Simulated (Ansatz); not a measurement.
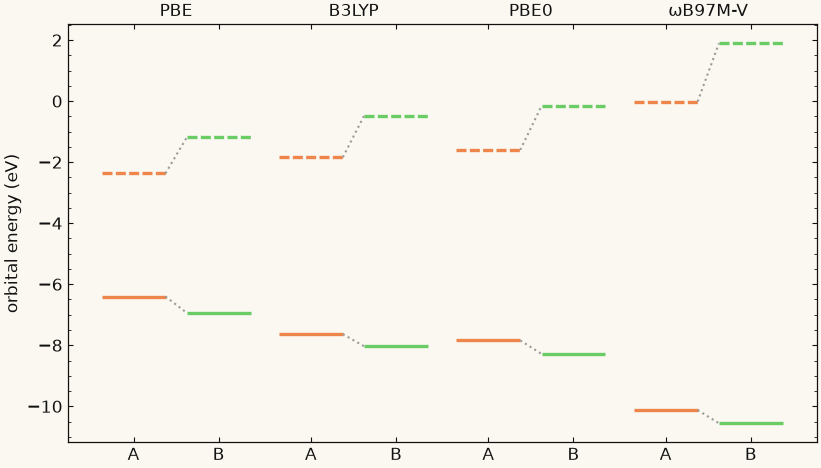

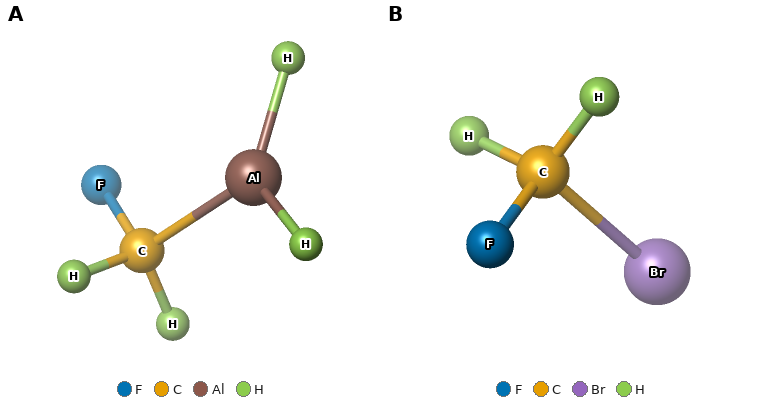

One change: A, CH₄AlF (SMILES F[CH2][AlH2]), becomes B, CH₂BrF (SMILES FCBr). AlH₂ on C is replaced by Br. HOMO (solid) and LUMO (dashed) computed in def2-TZVPP at PBE0-D4/def2-TZVP geometries, both minima by their frequencies, gas phase, the Ansatz code. Empty levels above zero depend strongly on the basis.

What does the change do to HOMO and LUMO?

Answer. PBE: the HOMO falls by 0.53 eV, the LUMO rises by 1.18 eV, and the separation goes from 4.03 to 5.75 eV. B3LYP: the HOMO falls by 0.40 eV, the LUMO rises by 1.36 eV, and the separation goes from 5.80 to 7.56 eV. PBE0: the HOMO falls by 0.44 eV, the LUMO rises by 1.44 eV, and the separation goes from 6.24 to 8.13 eV. ωB97M-V: the HOMO falls by 0.43 eV, the LUMO rises by 1.91 eV, and the separation goes from 10.11 to 12.45 eV.

Do the functionals agree on the effect?

Answer. They agree on the direction for both levels; the HOMO shift lies between −0.53 and −0.40 eV and the LUMO shift between 1.18 and 1.91 eV, while the separations themselves differ by up to 6.7 eV between functionals.
